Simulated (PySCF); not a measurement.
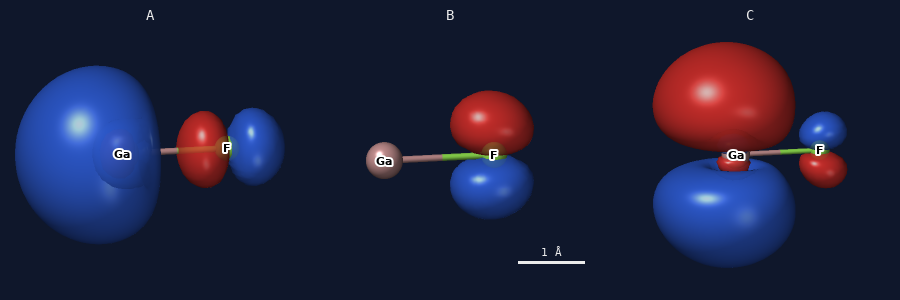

*GaF (charge +1, doublet). Three frontier α-spin orbitals, each drawn at the value that holds 80 % of its norm (blue and red are the two phases), in no order; of a degenerate pair one member is drawn.*

The calculation used PySCF 2.14.0, PBE0/aug-cc-pVDZ(-PP), non-relativistic Hamiltonian with scalar-relativistic core potentials where named, at a bond length of 1.735 Å.

**Name the orbitals and rank them from lowest to highest energy.**

Orbital B: π, occupied in this spin, −18.61 eV; mainly on F (90 %).
Orbital A: σ, occupied in this spin, −16.86 eV; mainly on Ga (80 %).
Orbital C: π, empty in this spin, −8.68 eV; mainly on Ga (95 %).
